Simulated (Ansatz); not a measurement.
# Stretching the linear W chain, part 2 of 3

Aim: how do moment and conductance of the linear W chain follow its length?

Ansatz 0.2.0; DFT PBE, plane waves, PAW; relaxation of a chain's period (the session's first sound run).

So far. Step 2 (The relaxed wire): The cell's length comes to 2.293 Å with no moment. That is -24 % against the start, more than a small adjustment.

### Step 3. The chain at a fixed length, period over the relaxed period 0.88, k-mesh 1×1×40

This step: DFT PBE, plane waves, PAW; channels and complex bands of a perfect chain (Ansatz 0.2.0).

The period is set to 0.88 times the relaxed one: shorter bonds widen the bands.

The cell differs from the one that the last finished run ended in (c 2.293 → 2.018 Å).

Input file input.yaml:

```yaml
crystal:
  lattice:
    - [7.5, 0.0, 0.0]
    - [0.0, 7.5, 0.0]
    - [0.0, 0.0, 2.0178813407]
  atoms:
    - { symbol: W, position: [0.5, 0.5, 0.0], spin: 2.0 }
magnetization:
  spin_polarized: true
kpoints:
  mp_grid: { grid: [1, 1, 40] }
scf:
  occupations: { method: fermi_dirac, width: 0.05 }
hamiltonian:
  xc: pbe
output:
  transmission:
    e_range: [-2, 2]
    de: 0.035
    kmesh: [1, 1]
    reduced_basis: true
    leads: [[0, 0]]
  stress: true
```

Launch:

```bash
$ ansatz run input.yaml --threads 4 --pin off --max-ram 8192MiB --backend cpu --events-out ev --progress --plain --runs-dir out
```

Numbers of over 12 decimals in the logs are rounded to 6 here.

The program printed:

```text
[...]
Crystal: 1 atoms, lattice volume = 113.506 Å³
Basis set: ecut = 420 eV, 2223 PW (Γ)
Bands: 12, of which v1, the nominal top of the filled ones, is band 7 counted from 1 (6 counted from 0)
Symmetry: 16 space group operations
[...]
k-points: 21 of 40
[...]
Starting moments: Σ|m| = 2 μB on 1 of 1 site
[...]
SCF iter   1: F=—  HF=-10376.307139 eV  |F-HF|=—  |Δ(HF+E_count)|=         —  Δρ=3.41e-2 (↑2.15e-2 ↓3.41e-2)  dr2=1.79e0  dr2_m=5.93e-1  M=0.391 μB ∫|m|=0.392 μB  β_m=0.30  ethr=3.10e-3  ⟨swp⟩=6.8  Hψ=3302  notcnv=0
[...]
SCF iter  11: F=-10377.979398 eV  HF=-10377.979398 eV  |F-HF|=1.82e-12  |Δ(HF+E_count)|=  1.82e-11  Δρ=1.21e-8 (↑8.54e-9 ↓1.21e-8)  dr2=6.01e-14  dr2_m=8.28e-14  M=0.000 μB ∫|m|=0.000 μB  ethr=1.00e-12  ⟨swp⟩=3.3  Hψ=1612  notcnv=0
SCF 1 converged in 11 iterations: F = -10377.979398 eV  dr2 = 6.01e-14
[...]
WARN: the starting moments were not kept: the SCF closed with an absolute magnetisation of 8.8e-7 μB, where they sum to 2 μB in size (1 site). That is at most 0.1 of that sum. Measured as dr2_m measures the in/out step, that magnetisation stands 1.2e-13 eV from none, at or under the dr2_threshold of 1.0e-7 eV: it is no larger than a step whose dr2_m would equal this threshold. The system may hold no moment; this SCF  [...]
transmission: 6 of 36 steps passed
transmission: 9 of 36 steps passed
[...]
transmission: 36 of 36 steps passed
SCF converged after 11 iterations
Magnetization: 0.0000 μB (7.0000 up, 7.0000 down)
Absolute magnetization: 0.0000 μB (∫|ρ↑−ρ↓|, with the PAW one-centre terms)
[...]
Per-site moments (μB) at R_I (Å): [(2.6161518548801246e-7, 0.832376)]
Free energy (F): -10377.979398 eV
[...]
Internal energy: -10377.967972 eV  (E = F + TS)
E sigma→0 (E₀):  -10377.973685 eV
Entropy (-TS):   -0.011426 eV (-11.426 meV/atom)
Fermi energy:    -0.748882 eV
[...]
--- Stress (GPa, compression-positive) ---
       -0.234769       0.000000       0.000000
        0.000000      -0.234769       0.000000
        0.000000       0.000000      30.588138
  P = ⅓ Tr σ = 10.0395 GPa (100.395 kbar)
--- Band table (eV; the first three rows and the last of 42) ---
  k-point 0 ↑: bands = [... 3 lower, -34.4857, -6.4727, -3.8084, -2.1216, -2.0992, 1.2112, 1.2112, 3.2652, ... 1 higher]
  k-point 1 ↑: bands = [... 3 lower, -34.5635, -6.3445, -3.7853, -2.1034, -2.0811, 1.2121, 1.2121, 3.2883, ... 1 higher]
  k-point 2 ↑: bands = [... 3 lower, -34.7916, -5.9663, -3.7155, -2.0489, -2.0268, 1.2109, 1.2109, 3.3577, ... 1 higher]
  k-point 20 ↓: bands = [... 3 lower, -37.7258, -5.8963, -5.8963, 2.0683, 2.0703, 3.1249, 6.5542, 10.4282, ... 1 higher]
--- Transmission ---
  basis      : 497 plane waves across, 3 finite elements along
  points     : 1, standing for a mesh of 1 x 1
  filling    : by the input's occupations and mesh, since the crystals that have channels conduct as metals do. If one of these is a semiconductor, that mesh has misplaced its level
  energies   : 115 from -2.000000 to 1.990000 eV about the Fermi level, 0.035000 eV apart; the leads are filled to 0.000000 eV, and channels, transmission and decay are at -0.005000 eV
  crystal 0  : W1, at the sites [0, 0], period 2.0179 Å: whole cells are its period
    offset         : up to 0.0000 Å between an atom of the period and one for which it stands
    filled         : 40.9 meV under the level at which it is neutral
    channels       : 6.000000e0 up, 6.000000e0 down
    conductance    : 8.2646e14 S/m² at 300 K; may be off by some 0.0 % by where its bands' edges are placed, 0.0 % from the distance to neutral
```

Wall time 20 s (4 threads of Arm Neoverse V2, shared host); peak memory 0.46 GiB.

In the SCF lines HF is the Harris–Foulkes energy and dr2 the Hartree energy of the density residual, in eV; the loop may stop once dr2 is under the threshold and the program's other checks hold. Hψ counts applications of the Hamiltonian.

This step gave:

```
energy at zero smearing                                   : -10377.9737 eV
channels at the energy nearest the Fermi level, spin up   : 6
channels at the energy nearest the Fermi level, spin down : 6
conductance of the lead as this run defines it            : 6.000 G₀
band gap                                                  : 0 eV
```

Table of open channels of the lead by energy, zero at the Fermi level:

```csv
energy (eV),spin up,spin down
-2.000,4,4
-1.510,4,4
-0.985,6,6
-0.495,6,6
-0.005,6,6
0.485,6,6
1.010,6,6
1.500,6,6
```

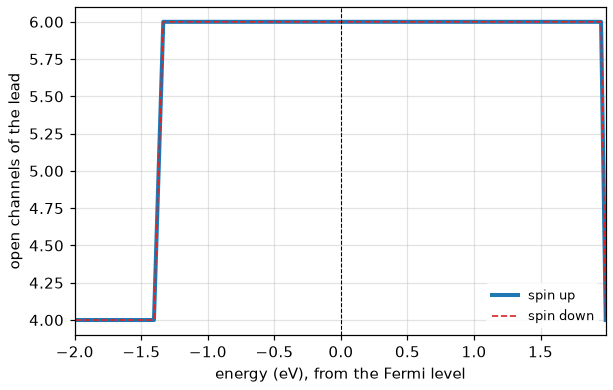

Open channels of the lead, plotted against energy.

At the computed energy nearest the Fermi level there are 6 spin-up and 6 spin-down channels, and the thermal average gives 6.00 G₀.

### Step 4. At a set period, period over the relaxed period 0.92, k-mesh 1×1×38

The period is set to 0.92 times the relaxed one: shorter bonds widen the bands.

The cell differs from the one that the last finished run ended in (c 2.018 → 2.110 Å).

Edit input.yaml of step 3 so:

```diff
@@ -4,3 +4,3 @@
     - [0.0, 7.5, 0.0]
-    - [0.0, 0.0, 2.0178813407]
+    - [0.0, 0.0, 2.1096032198]
   atoms:
@@ -10,3 +10,3 @@
 kpoints:
-  mp_grid: { grid: [1, 1, 40] }
+  mp_grid: { grid: [1, 1, 38] }
 scf:
```

The program printed:

```text
[...]
Crystal: 1 atoms, lattice volume = 118.665 Å³
Basis set: ecut = 420 eV, 2335 PW (Γ)
Bands: 12, of which v1, the nominal top of the filled ones, is band 7 counted from 1 (6 counted from 0)
Symmetry: 16 space group operations
[...]
k-points: 20 of 38
[...]
Starting moments: Σ|m| = 2 μB on 1 of 1 site
[...]
--- Transmission ---
  basis      : 497 plane waves across, 3 finite elements along
  points     : 1, standing for a mesh of 1 x 1
[...]
crystal 0  : W1, at the sites [0, 0], period 2.1096 Å: whole cells are its period
[...]
filled         : 22.4 meV over the level at which it is neutral
    channels       : 6.000000e0 up, 6.000000e0 down
[...]
[key lines of the parts left out:]
SCF converged after 10 iterations
Magnetization: 0.0000 μB (7.0000 up, 7.0000 down)
Free energy (F): -10378.697002 eV
Fermi energy:    -0.944456 eV
P = ⅓ Tr σ = 5.0056 GPa (50.056 kbar)
```

Elapsed: 20 s, on 4 threads; peak memory 0.46 GiB.

At the computed energy nearest the Fermi level there are 6 spin-up and 6 spin-down channels, and the thermal average gives 6.00 G₀.

### Step 5. At a set period, period over the relaxed period 0.96, k-mesh 1×1×37

The period is set to 0.96 times the relaxed one: shorter bonds widen the bands.

The cell differs from the one that the last finished run ended in (c 2.110 → 2.201 Å).

Edit input.yaml of step 4 so:

```diff
@@ -4,3 +4,3 @@
     - [0.0, 7.5, 0.0]
-    - [0.0, 0.0, 2.1096032198]
+    - [0.0, 0.0, 2.2013250989]
   atoms:
@@ -10,3 +10,3 @@
 kpoints:
-  mp_grid: { grid: [1, 1, 38] }
+  mp_grid: { grid: [1, 1, 37] }
 scf:
```

The program printed:

```text
[...]
Crystal: 1 atoms, lattice volume = 123.825 Å³
Basis set: ecut = 420 eV, 2447 PW (Γ)
Bands: 12, of which v1, the nominal top of the filled ones, is band 7 counted from 1 (6 counted from 0)
Symmetry: 16 space group operations
[...]
k-points: 19 of 37
[...]
Starting moments: Σ|m| = 2 μB on 1 of 1 site
[...]
--- Transmission ---
  basis      : 497 plane waves across, 3 finite elements along
  points     : 1, standing for a mesh of 1 x 1
[...]
crystal 0  : W1, at the sites [0, 0], period 2.2013 Å: whole cells are its period
[...]
filled         : 4.4 meV under the level at which it is neutral
    channels       : 6.000000e0 up, 6.000000e0 down
[...]
[key lines of the parts left out:]
SCF converged after 11 iterations
Magnetization: 0.0000 μB (7.0000 up, 7.0000 down)
Free energy (F): -10379.034385 eV
Fermi energy:    -1.165460 eV
P = ⅓ Tr σ = 1.8422 GPa (18.422 kbar)
```

It took 17 s on 4 threads; peak memory 0.45 GiB; 56 s of CPU time.

At the computed energy nearest the Fermi level there are 6 spin-up and 6 spin-down channels, and the thermal average gives 6.00 G₀.

### Step 6. At a set period, period over the relaxed period 1, k-mesh 1×1×35

The period is set to 1.0 times the relaxed one, as the point of reference.

Edit input.yaml of step 5 so:

```diff
@@ -4,3 +4,3 @@
     - [0.0, 7.5, 0.0]
-    - [0.0, 0.0, 2.2013250989]
+    - [0.0, 0.0, 2.293046978]
   atoms:
@@ -10,3 +10,3 @@
 kpoints:
-  mp_grid: { grid: [1, 1, 37] }
+  mp_grid: { grid: [1, 1, 35] }
 scf:
```

The program printed:

```text
[...]
Crystal: 1 atoms, lattice volume = 128.984 Å³
Basis set: ecut = 420 eV, 2511 PW (Γ)
Bands: 12, of which v1, the nominal top of the filled ones, is band 7 counted from 1 (6 counted from 0)
Symmetry: 16 space group operations
[...]
k-points: 18 of 35
[...]
Starting moments: Σ|m| = 2 μB on 1 of 1 site
[...]
--- Transmission ---
  basis      : 497 plane waves across, 3 finite elements along
  points     : 1, standing for a mesh of 1 x 1
[...]
crystal 0  : W1, at the sites [0, 0], period 2.2930 Å: whole cells are its period
[...]
filled         : 26.1 meV over the level at which it is neutral
    channels       : 6.000000e0 up, 6.000000e0 down
[...]
[key lines of the parts left out:]
SCF converged after 11 iterations
Magnetization: 0.0000 μB (7.0000 up, 7.0000 down)
Free energy (F): -10379.136836 eV
Fermi energy:    -1.252734 eV
P = ⅓ Tr σ = -0.2963 GPa (-2.963 kbar)
```

It took 17 s on 4 threads; peak memory 0.45 GiB.

At the computed energy nearest the Fermi level there are 6 spin-up and 6 spin-down channels, and the thermal average gives 6.00 G₀.

### Step 7. At a set period, period over the relaxed period 1.04, k-mesh 1×1×34

The period is set to 1.04 times the relaxed one: longer bonds narrow the bands.

The cell differs from the one that the last finished run ended in (c 2.293 → 2.385 Å).

Edit input.yaml of step 6 so:

```diff
@@ -4,3 +4,3 @@
     - [0.0, 7.5, 0.0]
-    - [0.0, 0.0, 2.293046978]
+    - [0.0, 0.0, 2.3847688572]
   atoms:
@@ -10,3 +10,3 @@
 kpoints:
-  mp_grid: { grid: [1, 1, 35] }
+  mp_grid: { grid: [1, 1, 34] }
 scf:
```

The program printed:

```text
[...]
Crystal: 1 atoms, lattice volume = 134.143 Å³
Basis set: ecut = 420 eV, 2615 PW (Γ)
Bands: 12, of which v1, the nominal top of the filled ones, is band 7 counted from 1 (6 counted from 0)
Symmetry: 16 space group operations
[...]
k-points: 18 of 34
[...]
Starting moments: Σ|m| = 2 μB on 1 of 1 site
[...]
--- Transmission ---
  basis      : 497 plane waves across, 3 finite elements along
  points     : 1, standing for a mesh of 1 x 1
[...]
crystal 0  : W1, at the sites [0, 0], period 2.3848 Å: whole cells are its period
[...]
filled         : 33.5 meV over the level at which it is neutral
    channels       : 6.000000e0 up, 6.000000e0 down
[...]
[key lines of the parts left out:]
SCF converged after 13 iterations
Magnetization: 0.0000 μB (7.0000 up, 7.0000 down)
Free energy (F): -10379.055982 eV
Fermi energy:    -1.366590 eV
P = ⅓ Tr σ = -1.6946 GPa (-16.946 kbar)
```

It took 16 s on 4 threads; peak memory 0.44 GiB; 52 s of CPU time.

At the computed energy nearest the Fermi level there are 6 spin-up and 6 spin-down channels, and the thermal average gives 6.00 G₀. The change of length costs 0.083 eV a cell and leaves no moment.

### Step 8. At a set period, period over the relaxed period 1.08, k-mesh 1×1×33

The period is set to 1.08 times the relaxed one: longer bonds narrow the bands.

The cell differs from the one that the last finished run ended in (c 2.385 → 2.476 Å).

Edit input.yaml of step 7 so:

```diff
@@ -4,3 +4,3 @@
     - [0.0, 7.5, 0.0]
-    - [0.0, 0.0, 2.3847688572]
+    - [0.0, 0.0, 2.4764907363]
   atoms:
@@ -10,3 +10,3 @@
 kpoints:
-  mp_grid: { grid: [1, 1, 34] }
+  mp_grid: { grid: [1, 1, 33] }
 scf:
```

The program printed:

```text
[...]
Crystal: 1 atoms, lattice volume = 139.303 Å³
Basis set: ecut = 420 eV, 2729 PW (Γ)
Bands: 12, of which v1, the nominal top of the filled ones, is band 7 counted from 1 (6 counted from 0)
Symmetry: 16 space group operations
[...]
k-points: 17 of 33
[...]
Starting moments: Σ|m| = 2 μB on 1 of 1 site
[...]
--- Transmission ---
  basis      : 497 plane waves across, 4 finite elements along
  points     : 1, standing for a mesh of 1 x 1
[...]
crystal 0  : W1, at the sites [0, 0], period 2.4765 Å: whole cells are its period
[...]
filled         : 4.3 meV over the level at which it is neutral
    channels       : 6.000000e0 up, 4.000000e0 down
[...]
[key lines of the parts left out:]
SCF converged after 18 iterations
Magnetization: 1.8737 μB (7.9368 up, 6.0632 down)
Free energy (F): -10378.872856 eV
Fermi energy:    -1.227756 eV
P = ⅓ Tr σ = -1.5314 GPa (-15.314 kbar)
```

Elapsed: 22 s, on 4 threads; peak memory 0.52 GiB; 76 s of CPU time.

At the computed energy nearest the Fermi level there are 6 spin-up and 4 spin-down channels, and the thermal average gives 5.00 G₀. The change of length costs 0.265 eV a cell and leaves an absolute moment of 1.87 μB a cell.

For the conductance of the lead as this run defines it, step 3 gave 6.00 G₀; this run, with period over the relaxed period 1.08 and k-mesh 1×1×33, gives 5.00 G₀ (-17 %).

### Step 9. The chain at a fixed length, period over the relaxed period 1.13, k-mesh 1×1×31

The period is set to 1.13 times the relaxed one: longer bonds narrow the bands.

The cell differs from the one that the last finished run ended in (c 2.476 → 2.591 Å).

Edit input.yaml of step 8 so:

```diff
@@ -4,3 +4,3 @@
     - [0.0, 7.5, 0.0]
-    - [0.0, 0.0, 2.4764907363]
+    - [0.0, 0.0, 2.5911430852]
   atoms:
@@ -10,3 +10,3 @@
 kpoints:
-  mp_grid: { grid: [1, 1, 33] }
+  mp_grid: { grid: [1, 1, 31] }
 scf:
```

The program printed:

```text
[...]
Crystal: 1 atoms, lattice volume = 145.752 Å³
Basis set: ecut = 420 eV, 2857 PW (Γ)
Bands: 12, of which v1, the nominal top of the filled ones, is band 7 counted from 1 (6 counted from 0)
Symmetry: 16 space group operations
[...]
k-points: 16 of 31
[...]
Starting moments: Σ|m| = 2 μB on 1 of 1 site
[...]
--- Transmission ---
  basis      : 497 plane waves across, 4 finite elements along
  points     : 1, standing for a mesh of 1 x 1
[...]
crystal 0  : W1, at the sites [0, 0], period 2.5911 Å: whole cells are its period
[...]
filled         : 12.0 meV under the level at which it is neutral
    channels       : 6.000000e0 up, 4.000000e0 down
[...]
[key lines of the parts left out:]
SCF converged after 10 iterations
Magnetization: 2.1757 μB (8.0879 up, 5.9121 down)
Free energy (F): -10378.658772 eV
Fermi energy:    -1.445948 eV
P = ⅓ Tr σ = -2.1747 GPa (-21.747 kbar)
```

The job ended after 21 s (4 threads; peak memory 0.53 GiB; 72 s of CPU time).

At the computed energy nearest the Fermi level there are 6 spin-up and 4 spin-down channels, and the thermal average gives 5.00 G₀. The change of length costs 0.482 eV a cell and leaves an absolute moment of 2.18 μB a cell.

Between step 3 and this run (period over the relaxed period 1.13 and k-mesh 1×1×31) the value for the conductance of the lead as this run defines it moves from 6.00 G₀ to 5.00 G₀ (-17 %).

[end of part 2 of 3]

[Logs are printed without paths, hosts, clocks, repeated set-up lines and the standing remarks that a program may print on its own settings, such as how far it seeks lower states.]

[Hosts, paths, dates, database ids (printed as entryN), source tags and the programs' standing remarks are cut or masked in the printed files.]
